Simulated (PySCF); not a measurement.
## Run report: C$_{5}$H$_{11}$Ge (charge −1), excited-state calculation

The run: excited-state calculation of C$_{5}$H$_{11}$Ge, charge −1, SMILES C=[CH][GeH-][CH](C)C. Method and program: TDDFT BLYP/6-31G, vertical, gas phase, core orbitals frozen in the response (PySCF 2.14.0).

The geometry comes from this level: GFN2-xTB. It belongs to a series of runs on one base structure; here: BLYP/6-31G; 3 states.

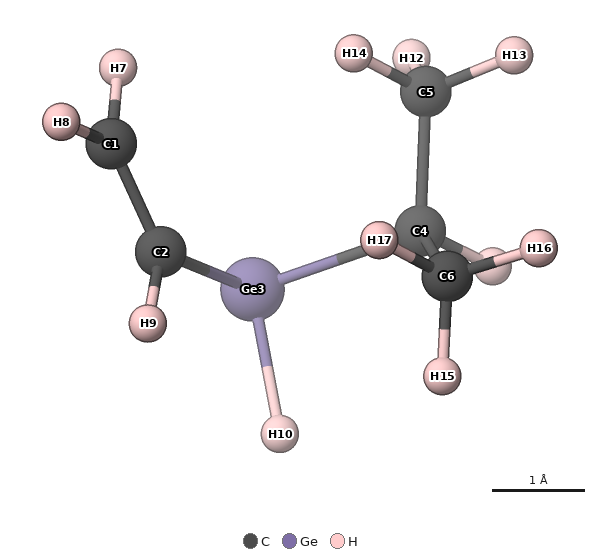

*The structure (ball-and-stick view, seen at a tilt; atoms are numbered from 1 in the order of the input). Sticks mark near contacts.*

Input:
```
{"job": {"kind": "uv", "xc": "BLYP", "basis": "6-31G", "nstates": 3, "ntriplets": 0, "tda": false}, "charge": -1, "multiplicity": 1}
C      2.165823    -1.266189     0.104338
C      1.653536    -0.440685    -0.792733
Ge    -0.140498    -0.736912    -1.695587
C     -1.195283     0.260218    -0.208095
C     -1.370264    -0.659605     0.987531
C     -0.564636     1.566526     0.230893
H      1.635883    -2.159153     0.414799
H      3.130925    -1.125911     0.598162
H      2.263885     0.421302    -1.061827
H      0.017837     0.671631    -2.585786
H     -2.196866     0.486093    -0.607791
H     -1.873582    -1.582413     0.693996
H     -1.955252    -0.197174     1.795207
H     -0.394222    -0.924059     1.394461
H     -0.428504     2.221971    -0.627629
H     -1.170766     2.099702     0.980040
H      0.414986     1.376689     0.669035
```

The first line tells a small driver script what to run in PySCF; the rest is the geometry in Å.

Hardware: 1 CPU thread, shared host.

Command:
```bash
OMP_NUM_THREADS=1 python <driver script> task.json out
```

The program's output:
```
coarse grid: 60512 points
cycle   1  E = -2273.4585022966  dE = -3.730e-01  |g| = 7.812e-01  |ddm| = 3.660e+00
cycle   2  E = -2273.0540556885  dE =  4.044e-01  |g| = 1.381e+00  |ddm| = 3.272e+00
cycle   3  E = -2273.6351879574  dE = -5.811e-01  |g| = 2.293e-01  |ddm| = 2.316e+00
cycle   4  E = -2273.6498503525  dE = -1.466e-02  |g| = 7.746e-02  |ddm| = 3.384e-01
cycle   5  E = -2273.6510761642  dE = -1.226e-03  |g| = 3.980e-02  |ddm| = 1.590e-01
cycle   6  E = -2273.6516149180  dE = -5.388e-04  |g| = 1.095e-02  |ddm| = 7.075e-02
cycle   7  E = -2273.6516477769  dE = -3.286e-05  |g| = 2.573e-03  |ddm| = 2.105e-02
cycle   8  E = -2273.6516500857  dE = -2.309e-06  |g| = 7.653e-04  |ddm| = 6.078e-03
final grid: 128176 points
cycle   9  E = -2273.6516091115  dE =  4.579e-08  |g| = 1.253e-03  |ddm| = 5.742e-03
cycle  10  E = -2273.6516079370  dE =  1.174e-06  |g| = 2.289e-03  |ddm| = 5.018e-03
cycle  11  E = -2273.6516095309  dE = -1.594e-06  |g| = 3.336e-04  |ddm| = 3.487e-03
cycle  12  E = -2273.6516095583  dE = -2.744e-08  |g| = 6.927e-05  |ddm| = 3.541e-04
cycle  13  E = -2273.6516095597  dE = -1.432e-09  |g| = 1.743e-05  |ddm| = 1.084e-04
cycle  14  E = -2273.6516095598  dE = -9.368e-11  |g| = 3.543e-06  |ddm| = 2.301e-05
```

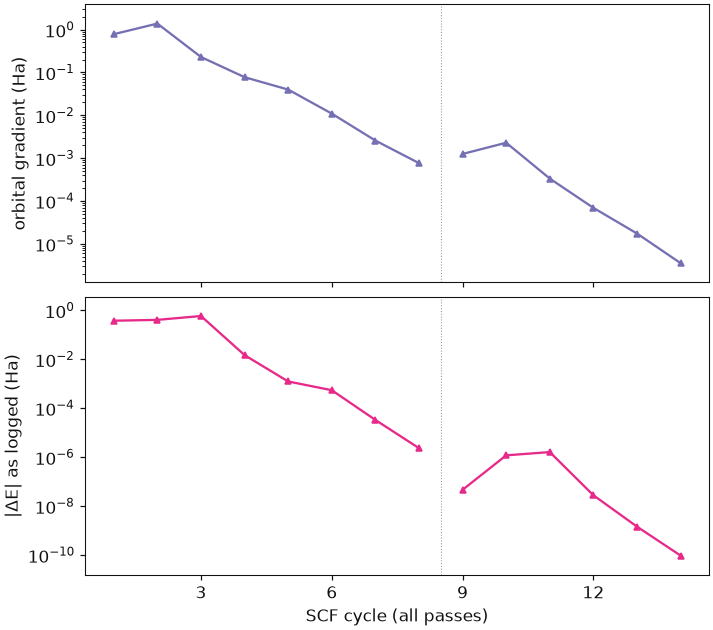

*Convergence of the self-consistent field: orbital gradient and size of the energy change against the SCF cycle. The dotted line marks the change from a coarse to the final integration grid.*

The first 8 cycles use a coarse grid, the final grid takes over at cycle 9, and the field converges after 14 cycles in all.

```
converged SCF energy = -2273.6516095598

Static polarisability (au): isotropic 96.158, principal 86.716 95.833 105.924

Singlet excitations
state   eV       nm        f      main configurations
  1   3.5033    353.9   0.03776   H->L 0.97
  2   4.7372    261.7   0.05390   H->L+1 0.86
  3   4.8616    255.0   0.04369   H->L+2 0.81, H-1->L 0.10
```

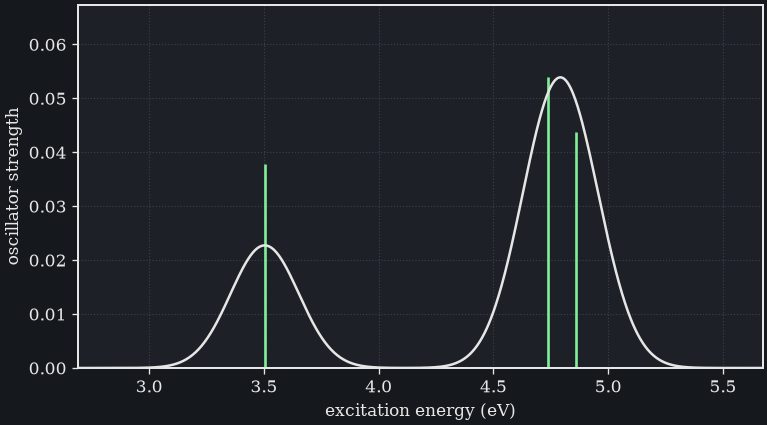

*Computed excitations as sticks (degenerate states added up, dark ones marked on the axis), with a Gaussian envelope of 0.35 eV full width at half maximum, scaled to the tallest.*

Of the 3 states the lowest lies at 3.50 eV (f = 0.038); the strongest line is at 4.74 eV, or 262 nm (f = 0.054).

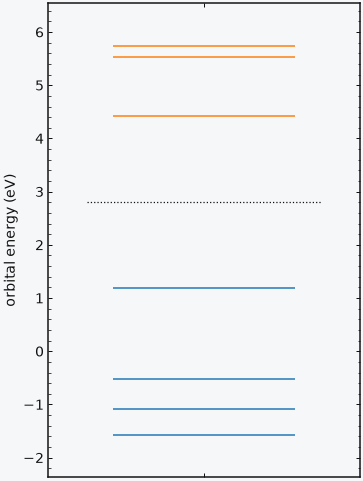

*Orbital energies near the frontier; the dotted line parts filled from empty levels, and levels within 0.02 eV of each other stand side by side.*

Highest filled 1.18 eV, lowest empty 4.42 eV, 3.24 eV apart.

Results in brief:

```json
{"quantity": "outcome", "value": "converged"}
{"quantity": "total energy", "value": "−2273.651610 hartree"}
{"quantity": "HOMO", "value": "1.18 eV"}
{"quantity": "LUMO", "value": "4.42 eV"}
{"quantity": "mean polarisability", "value": "96.16 a.u."}
{"quantity": "lowest excitation", "value": "3.50 eV"}
{"quantity": "wall time", "value": "29 s"}
{"quantity": "peak memory", "value": "0.68 GiB"}
```

Remarks:

Settings chosen away from the usual ones: BLYP/6-31G; 3 states. Spin–orbit coupling is left out, which matters for the heavy atoms. The highest filled orbital lies above zero: either the extra electron isn't bound at this level, or the self-interaction error of the functional lifts the level.
